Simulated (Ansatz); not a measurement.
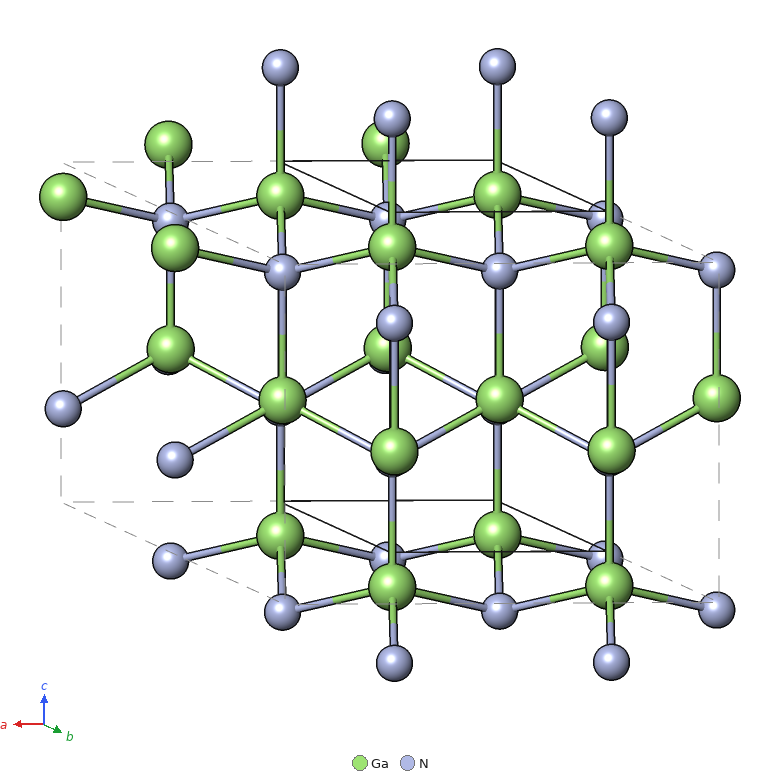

GaN (space group P6_3mc, No. 186): the input geometry of an electronic-structure calculation (not necessarily at equilibrium).

Bonds are taken as Ga–N below 2.2 Å. The graph is simplified in the usual way: terminal and isolated atoms are pruned, two-connected atoms become edges.

> What kind of net remains, and which atoms are its nodes?

A uninodal 4-connected, three-periodic net: Ga and N are 4-connected nodes.

> Does the net have a name?

It is the lon net, known from lonsdaleite, wurtzite and tridymite.

> Is the net interpenetrated?

It is a single net, without interpenetration.

> How many nodes does the smallest cycle have?

Six.

> Give the point symbol of each node (shortest cycle at each angle).

Ga and N: 6^6.
